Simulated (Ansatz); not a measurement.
Molecular dynamics of Si2NH9 (part 1 of 4)

System: Si2NH9.
Method: RKS B3LYP-D4/6-31G* (Ansatz 0.2.0).

It belongs to a series of runs on one base structure; here: dynamics from the highest image of the converged band. Figures and captions count atoms from 1; the log counts them from 0 in places.

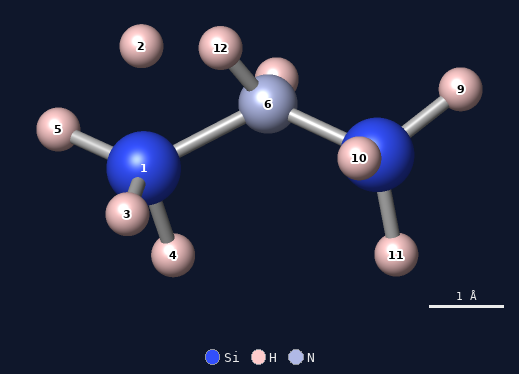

Fig. 1: The starting structure (ball-and-stick view, seen on its broad side; atoms are numbered from 1 in the order of the input). Bond lengths as drawn: H–N 1.02 to 1.20 Å, H–Si 1.48 to 1.51 Å and N–Si 1.79 to 1.92 Å.

## Summary

- outcome: finished
- mean temperature over the second half: 1365 K
- trajectory: 200 steps, 100 fs
- ensemble: nve
- temperature in the input: 100.0 K
- time step: 0.5 fs
- potential energy (last step): −17392.0332 eV
- mean-field energy (last step): −17391.7766 eV
- largest force (length of the vector) (last step): 1.216 eV/Å
- hardware: 1 thread of Intel Xeon (Granite Rapids), 32 GiB of memory available, shared host
- wall time: 5.8 min
- peak memory: 0.16 GiB

So short a trajectory is not equilibrated.

## The input
```yaml
crystal:
  periodic: [false, false, false]
  atoms:
    - { symbol: Si, position_ang: [-0.358992, 0.097551, -0.07865] }
    - { symbol: H, position_ang: [0.103277, -1.13781, 1.292895] }
    - { symbol: H, position_ang: [0.748178, 0.938447, 0.434643] }
    - { symbol: H, position_ang: [-1.104212, 1.059625, -0.980489] }
    - { symbol: H, position_ang: [-0.047123, -1.012292, -1.011874] }
    - { symbol: "N", position_ang: [-1.847118, -0.115442, 1.119288] }
    - { symbol: H, position_ang: [-2.606212, -0.636821, 0.672172] }
    - { symbol: Si, position_ang: [-2.405645, 1.25009, 2.138693] }
    - { symbol: H, position_ang: [-3.551437, 0.789594, 2.960415] }
    - { symbol: H, position_ang: [-1.251931, 1.608548, 2.993742] }
    - { symbol: H, position_ang: [-2.812544, 2.406621, 1.305898] }
    - { symbol: H, position_ang: [-1.006041, -0.848011, 1.560666] }
basis:
  gaussian: { orbitals: "6-31G*" }
hamiltonian:
  xc: b3lyp
  dispersion: d4
md:
  timestep: 0.5
  n_steps: 200
  ensemble: nve
  temperature: 100.0
  initial_velocities: maxwell_boltzmann
  seed: 2181
```

Command:
```bash
ansatz run input.yaml --threads 1 --pin off --max-ram 2048MiB --backend cpu --events-out ev --progress --plain --runs-dir out
```

## Log
```
Engine: ansatz 0.2.0, x86_64-unknown-linux-gnu
Functional definition: B3LYP
  parameter a0 = 0.2
  parameter ax = 0.72
  parameter ac = 0.81
  exchange = (1 - a0 - ax)*slater_x + ax*b88_x + a0*exact_x
  correlation = (1 - ac)*vwn_rpa_c + ac*lyp_c
817 factors; integrals over basis functions are off by at most 5.5e-4 eV
mean field evaluation 1: about -17385.6485 eV, gradient 4.7e1 eV
mean field evaluation 2: about -17378.4450 eV, gradient 7.2e1 eV
mean field evaluation 4: about -17389.9290 eV, gradient 1.2e0 eV
mean field evaluation 8: about -17389.9500 eV, gradient 9.2e-3 eV
mean field -17389.94999379 eV, -639.0688749402 hartree, gradient 1.0e-5 eV, S^2 0.000000; 0 other end points of the search recorded, 0 dependent functions left out
the calculation of the forces begins
reference -17389.95025541 eV, -639.0688845548 hartree; 22, 22 occupied and 49, 49 virtual orbitals, 817 factors
md step     0: t =     0.00 fs  T =   100.0 K  F+E_penalty+E_count = -17390.36041824 eV  E_kin = 0.129260 eV  conserved = -17390.23115824 eV  (23 SCF iters)
these checks for a lower state are left out or cut short: starts, cluster_reference, orbital_swaps, neighbouring_geometries, increment
817 factors; integrals over basis functions are off by at most 5.5e-4 eV
mean field evaluation 16: about -17389.9470 eV, gradient 4.9e-1 eV
mean field -17389.94793782 eV, -639.0687993848 hartree, gradient 2.0e-5 eV, S^2 0.000000; 0 other end points of the search recorded, 0 dependent functions left out
the calculation of the forces begins
reference -17389.94819947 eV, -639.0688090004 hartree; 22, 22 occupied and 49, 49 virtual orbitals, 817 factors
md step     1: t =     0.50 fs  T =    98.1 K  F+E_penalty+E_count = -17390.35798085 eV  E_kin = 0.126864 eV  conserved = -17390.23111652 eV  (22 SCF iters)
[... from here on the SCF iterations and repeated set-up lines of each step are left out, up to the last step ...]
md step     2: t =     1.00 fs  T =    92.9 K  F+E_penalty+E_count = -17390.35115127 eV  E_kin = 0.120111 eV  conserved = -17390.23103977 eV  (22 SCF iters)
md step     3: t =     1.50 fs  T =    85.2 K  F+E_penalty+E_count = -17390.34107861 eV  E_kin = 0.110134 eV  conserved = -17390.23094474 eV  (22 SCF iters)
md step     4: t =     2.00 fs  T =    76.1 K  F+E_penalty+E_count = -17390.32922284 eV  E_kin = 0.098375 eV  conserved = -17390.23084743 eV  (22 SCF iters)
md step     5: t =     2.50 fs  T =    66.8 K  F+E_penalty+E_count = -17390.31710272 eV  E_kin = 0.086342 eV  conserved = -17390.23076028 eV  (22 SCF iters)
md step     6: t =     3.00 fs  T =    58.3 K  F+E_penalty+E_count = -17390.30609477 eV  E_kin = 0.075404 eV  conserved = -17390.23069104 eV  (22 SCF iters)
md step     7: t =     3.50 fs  T =    51.6 K  F+E_penalty+E_count = -17390.29730362 eV  E_kin = 0.066660 eV  conserved = -17390.23064317 eV  (22 SCF iters)
md step     8: t =     4.00 fs  T =    47.1 K  F+E_penalty+E_count = -17390.29149965 eV  E_kin = 0.060882 eV  conserved = -17390.23061729 eV  (21 SCF iters)
md step     9: t =     4.50 fs  T =    45.3 K  F+E_penalty+E_count = -17390.28910497 eV  E_kin = 0.058493 eV  conserved = -17390.23061241 eV  (22 SCF iters)
md step    10: t =     5.00 fs  T =    46.1 K  F+E_penalty+E_count = -17390.29020692 eV  E_kin = 0.059580 eV  conserved = -17390.23062680 eV  (21 SCF iters)
md step    11: t =     5.50 fs  T =    49.5 K  F+E_penalty+E_count = -17390.29458672 eV  E_kin = 0.063929 eV  conserved = -17390.23065808 eV  (23 SCF iters)
md step    12: t =     6.00 fs  T =    55.0 K  F+E_penalty+E_count = -17390.30176208 eV  E_kin = 0.071059 eV  conserved = -17390.23070262 eV  (22 SCF iters)
md step    13: t =     6.50 fs  T =    62.1 K  F+E_penalty+E_count = -17390.31105210 eV  E_kin = 0.080297 eV  conserved = -17390.23075478 eV  (21 SCF iters)
md step    14: t =     7.00 fs  T =    70.3 K  F+E_penalty+E_count = -17390.32167435 eV  E_kin = 0.090868 eV  conserved = -17390.23080675 eV  (22 SCF iters)
md step    15: t =     7.50 fs  T =    78.9 K  F+E_penalty+E_count = -17390.33287657 eV  E_kin = 0.102028 eV  conserved = -17390.23084904 eV  (24 SCF iters)
md step    16: t =     8.00 fs  T =    87.6 K  F+E_penalty+E_count = -17390.34409292 eV  E_kin = 0.113221 eV  conserved = -17390.23087203 eV  (24 SCF iters)
md step    17: t =     8.50 fs  T =    96.1 K  F+E_penalty+E_count = -17390.35509864 eV  E_kin = 0.124230 eV  conserved = -17390.23086890 eV  (24 SCF iters)
md step    18: t =     9.00 fs  T =   104.7 K  F+E_penalty+E_count = -17390.36612253 eV  E_kin = 0.135285 eV  conserved = -17390.23083724 eV  (24 SCF iters)
md step    19: t =     9.50 fs  T =   113.8 K  F+E_penalty+E_count = -17390.37788155 eV  E_kin = 0.147100 eV  conserved = -17390.23078168 eV  (24 SCF iters)
md step    20: t =    10.00 fs  T =   124.4 K  F+E_penalty+E_count = -17390.39151205 eV  E_kin = 0.160801 eV  conserved = -17390.23071110 eV  (25 SCF iters)
md step    21: t =    10.50 fs  T =   137.5 K  F+E_penalty+E_count = -17390.40841907 eV  E_kin = 0.177782 eV  conserved = -17390.23063718 eV  (24 SCF iters)
md step    22: t =    11.00 fs  T =   154.3 K  F+E_penalty+E_count = -17390.43008267 eV  E_kin = 0.199512 eV  conserved = -17390.23057039 eV  (24 SCF iters)
md step    23: t =    11.50 fs  T =   175.9 K  F+E_penalty+E_count = -17390.45786817 eV  E_kin = 0.227344 eV  conserved = -17390.23052426 eV  (24 SCF iters, 3 dispersion substeps)
md step    24: t =    12.00 fs  T =   202.9 K  F+E_penalty+E_count = -17390.49280345 eV  E_kin = 0.262292 eV  conserved = -17390.23051185 eV  (24 SCF iters, 3 dispersion substeps)
md step    25: t =    12.50 fs  T =   235.7 K  F+E_penalty+E_count = -17390.53528512 eV  E_kin = 0.304726 eV  conserved = -17390.23055961 eV  (24 SCF iters, 3 dispersion substeps)
md step    26: t =    13.00 fs  T =   273.8 K  F+E_penalty+E_count = -17390.58466123 eV  E_kin = 0.353967 eV  conserved = -17390.23069374 eV  (24 SCF iters, 3 dispersion substeps)
md step    27: t =    13.50 fs  T =   315.6 K  F+E_penalty+E_count = -17390.63886674 eV  E_kin = 0.407949 eV  conserved = -17390.23091786 eV  (24 SCF iters, 3 dispersion substeps)
md step    28: t =    14.00 fs  T =   358.4 K  F+E_penalty+E_count = -17390.69443229 eV  E_kin = 0.463236 eV  conserved = -17390.23119592 eV  (24 SCF iters, 3 dispersion substeps)
md step    29: t =    14.50 fs  T =   398.9 K  F+E_penalty+E_count = -17390.74709051 eV  E_kin = 0.515630 eV  conserved = -17390.23146033 eV  (24 SCF iters, 3 dispersion substeps)
md step    30: t =    15.00 fs  T =   434.2 K  F+E_penalty+E_count = -17390.79283502 eV  E_kin = 0.561191 eV  conserved = -17390.23164426 eV  (24 SCF iters, 3 dispersion substeps)
md step    31: t =    15.50 fs  T =   462.0 K  F+E_penalty+E_count = -17390.82895733 eV  E_kin = 0.597245 eV  conserved = -17390.23171228 eV  (24 SCF iters, 3 dispersion substeps)
md step    32: t =    16.00 fs  T =   481.9 K  F+E_penalty+E_count = -17390.85459528 eV  E_kin = 0.622923 eV  conserved = -17390.23167252 eV  (25 SCF iters, 3 dispersion substeps)
md step    33: t =    16.50 fs  T =   494.4 K  F+E_penalty+E_count = -17390.87061857 eV  E_kin = 0.639054 eV  conserved = -17390.23156482 eV  (24 SCF iters, 3 dispersion substeps)
md step    34: t =    17.00 fs  T =   501.0 K  F+E_penalty+E_count = -17390.87903026 eV  E_kin = 0.647597 eV  conserved = -17390.23143374 eV  (23 SCF iters, 3 dispersion substeps)
md step    35: t =    17.50 fs  T =   503.6 K  F+E_penalty+E_count = -17390.88225145 eV  E_kin = 0.650940 eV  conserved = -17390.23131113 eV  (23 SCF iters, 3 dispersion substeps)
md step    36: t =    18.00 fs  T =   503.9 K  F+E_penalty+E_count = -17390.88257449 eV  E_kin = 0.651362 eV  conserved = -17390.23121232 eV  (23 SCF iters, 3 dispersion substeps)
md step    37: t =    18.50 fs  T =   503.4 K  F+E_penalty+E_count = -17390.88187858 eV  E_kin = 0.650741 eV  conserved = -17390.23113777 eV  (23 SCF iters, 3 dispersion substeps)
md step    38: t =    19.00 fs  T =   503.2 K  F+E_penalty+E_count = -17390.88157815 eV  E_kin = 0.650498 eV  conserved = -17390.23107991 eV  (23 SCF iters, 3 dispersion substeps)
md step    39: t =    19.50 fs  T =   504.2 K  F+E_penalty+E_count = -17390.88271064 eV  E_kin = 0.651680 eV  conserved = -17390.23103111 eV  (23 SCF iters, 3 dispersion substeps)
md step    40: t =    20.00 fs  T =   506.8 K  F+E_penalty+E_count = -17390.88605732 eV  E_kin = 0.655070 eV  conserved = -17390.23098712 eV  (24 SCF iters, 3 dispersion substeps)
md step    41: t =    20.50 fs  T =   511.6 K  F+E_penalty+E_count = -17390.89223044 eV  E_kin = 0.661283 eV  conserved = -17390.23094715 eV  (24 SCF iters, 3 dispersion substeps)
md step    42: t =    21.00 fs  T =   519.0 K  F+E_penalty+E_count = -17390.90171627 eV  E_kin = 0.670803 eV  conserved = -17390.23091321 eV  (24 SCF iters, 3 dispersion substeps)
md step    43: t =    21.50 fs  T =   529.2 K  F+E_penalty+E_count = -17390.91487798 eV  E_kin = 0.683987 eV  conserved = -17390.23089114 eV  (24 SCF iters, 3 dispersion substeps)
md step    44: t =    22.00 fs  T =   542.3 K  F+E_penalty+E_count = -17390.93188053 eV  E_kin = 0.700985 eV  conserved = -17390.23089573 eV  (24 SCF iters, 3 dispersion substeps)
md step    45: t =    22.50 fs  T =   558.2 K  F+E_penalty+E_count = -17390.95246517 eV  E_kin = 0.721514 eV  conserved = -17390.23095159 eV  (24 SCF iters, 3 dispersion substeps)
md step    46: t =    23.00 fs  T =   576.0 K  F+E_penalty+E_count = -17390.97558919 eV  E_kin = 0.744512 eV  conserved = -17390.23107760 eV  (24 SCF iters, 3 dispersion substeps)
md step    47: t =    23.50 fs  T =   594.1 K  F+E_penalty+E_count = -17390.99915548 eV  E_kin = 0.767890 eV  conserved = -17390.23126546 eV  (24 SCF iters, 3 dispersion substeps)
md step    48: t =    24.00 fs  T =   610.2 K  F+E_penalty+E_count = -17391.02015334 eV  E_kin = 0.788683 eV  conserved = -17390.23146992 eV  (24 SCF iters, 3 dispersion substeps)
md step    49: t =    24.50 fs  T =   621.8 K  F+E_penalty+E_count = -17391.03535082 eV  E_kin = 0.803726 eV  conserved = -17390.23162451 eV  (24 SCF iters, 3 dispersion substeps)
md step    50: t =    25.00 fs  T =   627.1 K  F+E_penalty+E_count = -17391.04230464 eV  E_kin = 0.810631 eV  conserved = -17390.23167329 eV  (24 SCF iters, 3 dispersion substeps)
md step    51: t =    25.50 fs  T =   625.6 K  F+E_penalty+E_count = -17391.04021861 eV  E_kin = 0.808623 eV  conserved = -17390.23159568 eV  (24 SCF iters, 3 dispersion substeps)
md step    52: t =    26.00 fs  T =   618.0 K  F+E_penalty+E_count = -17391.03027359 eV  E_kin = 0.798863 eV  conserved = -17390.23141015 eV  (24 SCF iters, 3 dispersion substeps)
md step    53: t =    26.50 fs  T =   606.7 K  F+E_penalty+E_count = -17391.01535333 eV  E_kin = 0.784190 eV  conserved = -17390.23116307 eV  (24 SCF iters, 3 dispersion substeps)
md step    54: t =    27.00 fs  T =   594.5 K  F+E_penalty+E_count = -17390.99933666 eV  E_kin = 0.768427 eV  conserved = -17390.23090922 eV  (24 SCF iters, 3 dispersion substeps)
md step    55: t =    27.50 fs  T =   584.5 K  F+E_penalty+E_count = -17390.98622752 eV  E_kin = 0.755528 eV  conserved = -17390.23069952 eV  (24 SCF iters, 3 dispersion substeps)
md step    56: t =    28.00 fs  T =   579.3 K  F+E_penalty+E_count = -17390.97934420 eV  E_kin = 0.748773 eV  conserved = -17390.23057120 eV  (24 SCF iters, 3 dispersion substeps)
md step    57: t =    28.50 fs  T =   580.4 K  F+E_penalty+E_count = -17390.98072320 eV  E_kin = 0.750182 eV  conserved = -17390.23054159 eV  (24 SCF iters, 3 dispersion substeps)
md step    58: t =    29.00 fs  T =   588.1 K  F+E_penalty+E_count = -17390.99082783 eV  E_kin = 0.760220 eV  conserved = -17390.23060791 eV  (24 SCF iters, 3 dispersion substeps)
md step    59: t =    29.50 fs  T =   601.8 K  F+E_penalty+E_count = -17391.00858911 eV  E_kin = 0.777842 eV  conserved = -17390.23074742 eV  (24 SCF iters, 3 dispersion substeps)
md step    60: t =    30.00 fs  T =   619.6 K  F+E_penalty+E_count = -17391.03176341 eV  E_kin = 0.800841 eV  conserved = -17390.23092262 eV  (24 SCF iters, 3 dispersion substeps)
md step    61: t =    30.50 fs  T =   639.4 K  F+E_penalty+E_count = -17391.05752440 eV  E_kin = 0.826434 eV  conserved = -17390.23109023 eV  (24 SCF iters, 3 dispersion substeps)
md step    62: t =    31.00 fs  T =   659.1 K  F+E_penalty+E_count = -17391.08314012 eV  E_kin = 0.851924 eV  conserved = -17390.23121584 eV  (24 SCF iters, 3 dispersion substeps)
md step    63: t =    31.50 fs  T =   677.1 K  F+E_penalty+E_count = -17391.10651843 eV  E_kin = 0.875232 eV  conserved = -17390.23128686 eV  (24 SCF iters, 3 dispersion substeps)
md step    64: t =    32.00 fs  T =   692.5 K  F+E_penalty+E_count = -17391.12641111 eV  E_kin = 0.895090 eV  conserved = -17390.23132161 eV  (23 SCF iters, 3 dispersion substeps)
md step    65: t =    32.50 fs  T =   704.6 K  F+E_penalty+E_count = -17391.14217529 eV  E_kin = 0.910819 eV  conserved = -17390.23135624 eV  (24 SCF iters, 3 dispersion substeps)
md step    66: t =    33.00 fs  T =   713.2 K  F+E_penalty+E_count = -17391.15326440 eV  E_kin = 0.921846 eV  conserved = -17390.23141886 eV  (24 SCF iters, 3 dispersion substeps)
md step    67: t =    33.50 fs  T =   717.4 K  F+E_penalty+E_count = -17391.15884780 eV  E_kin = 0.927348 eV  conserved = -17390.23150021 eV  (24 SCF iters, 3 dispersion substeps)
md step    68: t =    34.00 fs  T =   716.7 K  F+E_penalty+E_count = -17391.15796492 eV  E_kin = 0.926416 eV  conserved = -17390.23154879 eV  (24 SCF iters, 3 dispersion substeps)
md step    69: t =    34.50 fs  T =   710.8 K  F+E_penalty+E_count = -17391.15027349 eV  E_kin = 0.918775 eV  conserved = -17390.23149838 eV  (24 SCF iters, 3 dispersion substeps)
md step    70: t =    35.00 fs  T =   700.7 K  F+E_penalty+E_count = -17391.13699043 eV  E_kin = 0.905679 eV  conserved = -17390.23131107 eV  (24 SCF iters, 3 dispersion substeps)
md step    71: t =    35.50 fs  T =   688.8 K  F+E_penalty+E_count = -17391.12140168 eV  E_kin = 0.890394 eV  conserved = -17390.23100779 eV  (24 SCF iters, 3 dispersion substeps)
md step    72: t =    36.00 fs  T =   679.1 K  F+E_penalty+E_count = -17391.10849297 eV  E_kin = 0.877824 eV  conserved = -17390.23066877 eV  (24 SCF iters, 3 dispersion substeps)
md step    73: t =    36.50 fs  T =   675.6 K  F+E_penalty+E_count = -17391.10369836 eV  E_kin = 0.873294 eV  conserved = -17390.23040440 eV  (24 SCF iters, 3 dispersion substeps)
md step    74: t =    37.00 fs  T =   681.5 K  F+E_penalty+E_count = -17391.11121641 eV  E_kin = 0.880909 eV  conserved = -17390.23030789 eV  (24 SCF iters, 3 dispersion substeps)
md step    75: t =    37.50 fs  T =   698.0 K  F+E_penalty+E_count = -17391.13258975 eV  E_kin = 0.902173 eV  conserved = -17390.23041637 eV  (24 SCF iters, 3 dispersion substeps)
md step    76: t =    38.00 fs  T =   723.7 K  F+E_penalty+E_count = -17391.16613744 eV  E_kin = 0.935440 eV  conserved = -17390.23069784 eV  (24 SCF iters, 3 dispersion substeps)
md step    77: t =    38.50 fs  T =   755.4 K  F+E_penalty+E_count = -17391.20743978 eV  E_kin = 0.976372 eV  conserved = -17390.23106808 eV  (23 SCF iters, 3 dispersion substeps)
md step    78: t =    39.00 fs  T =   788.5 K  F+E_penalty+E_count = -17391.25062785 eV  E_kin = 1.019203 eV  conserved = -17390.23142531 eV  (24 SCF iters, 3 dispersion substeps)
md step    79: t =    39.50 fs  T =   818.7 K  F+E_penalty+E_count = -17391.28997694 eV  E_kin = 1.058297 eV  conserved = -17390.23168018 eV  (24 SCF iters, 3 dispersion substeps)
md step    80: t =    40.00 fs  T =   842.9 K  F+E_penalty+E_count = -17391.32133619 eV  E_kin = 1.089564 eV  conserved = -17390.23177256 eV  (23 SCF iters, 3 dispersion substeps)
md step    81: t =    40.50 fs  T =   859.8 K  F+E_penalty+E_count = -17391.34309643 eV  E_kin = 1.111413 eV  conserved = -17390.23168370 eV  (23 SCF iters, 3 dispersion substeps)
md step    82: t =    41.00 fs  T =   870.4 K  F+E_penalty+E_count = -17391.35650648 eV  E_kin = 1.125064 eV  conserved = -17390.23144227 eV  (23 SCF iters, 3 dispersion substeps)
md step    83: t =    41.50 fs  T =   877.4 K  F+E_penalty+E_count = -17391.36521552 eV  E_kin = 1.134089 eV  conserved = -17390.23112650 eV  (24 SCF iters, 3 dispersion substeps)
md step    84: t =    42.00 fs  T =   884.4 K  F+E_penalty+E_count = -17391.37404378 eV  E_kin = 1.143200 eV  conserved = -17390.23084339 eV  (24 SCF iters, 3 dispersion substeps)
md step    85: t =    42.50 fs  T =   894.8 K  F+E_penalty+E_count = -17391.38732559 eV  E_kin = 1.156643 eV  conserved = -17390.23068293 eV  (24 SCF iters, 3 dispersion substeps)
md step    86: t =    43.00 fs  T =   910.5 K  F+E_penalty+E_count = -17391.40752584 eV  E_kin = 1.176852 eV  conserved = -17390.23067412 eV  (24 SCF iters, 3 dispersion substeps)
md step    87: t =    43.50 fs  T =   931.5 K  F+E_penalty+E_count = -17391.43479990 eV  E_kin = 1.204027 eV  conserved = -17390.23077321 eV  (24 SCF iters, 3 dispersion substeps)
md step    88: t =    44.00 fs  T =   956.8 K  F+E_penalty+E_count = -17391.46763557 eV  E_kin = 1.236733 eV  conserved = -17390.23090208 eV  (24 SCF iters, 3 dispersion substeps)
md step    89: t =    44.50 fs  T =   984.9 K  F+E_penalty+E_count = -17391.50403613 eV  E_kin = 1.273039 eV  conserved = -17390.23099691 eV  (24 SCF iters, 3 dispersion substeps)
md step    90: t =    45.00 fs  T =  1014.6 K  F+E_penalty+E_count = -17391.54250383 eV  E_kin = 1.311466 eV  conserved = -17390.23103822 eV  (23 SCF iters, 3 dispersion substeps)
md step    91: t =    45.50 fs  T =  1045.4 K  F+E_penalty+E_count = -17391.58237929 eV  E_kin = 1.351336 eV  conserved = -17390.23104372 eV  (24 SCF iters, 3 dispersion substeps)
md step    92: t =    46.00 fs  T =  1077.3 K  F+E_penalty+E_count = -17391.62357972 eV  E_kin = 1.392529 eV  conserved = -17390.23105072 eV  (24 SCF iters, 3 dispersion substeps)
md step    93: t =    46.50 fs  T =  1110.1 K  F+E_penalty+E_count = -17391.66602533 eV  E_kin = 1.434930 eV  conserved = -17390.23109503 eV  (24 SCF iters, 3 dispersion substeps)
md step    94: t =    47.00 fs  T =  1143.3 K  F+E_penalty+E_count = -17391.70907359 eV  E_kin = 1.477876 eV  conserved = -17390.23119722 eV  (24 SCF iters, 3 dispersion substeps)
md step    95: t =    47.50 fs  T =  1175.8 K  F+E_penalty+E_count = -17391.75117987 eV  E_kin = 1.519822 eV  conserved = -17390.23135737 eV  (24 SCF iters, 3 dispersion substeps)
md step    96: t =    48.00 fs  T =  1205.6 K  F+E_penalty+E_count = -17391.78989845 eV  E_kin = 1.558348 eV  conserved = -17390.23155040 eV  (23 SCF iters, 3 dispersion substeps)
md step    97: t =    48.50 fs  T =  1230.5 K  F+E_penalty+E_count = -17391.82228127 eV  E_kin = 1.590554 eV  conserved = -17390.23172690 eV  (24 SCF iters, 3 dispersion substeps)
md step    98: t =    49.00 fs  T =  1248.5 K  F+E_penalty+E_count = -17391.84565606 eV  E_kin = 1.613835 eV  conserved = -17390.23182108 eV  (24 SCF iters, 3 dispersion substeps)
```
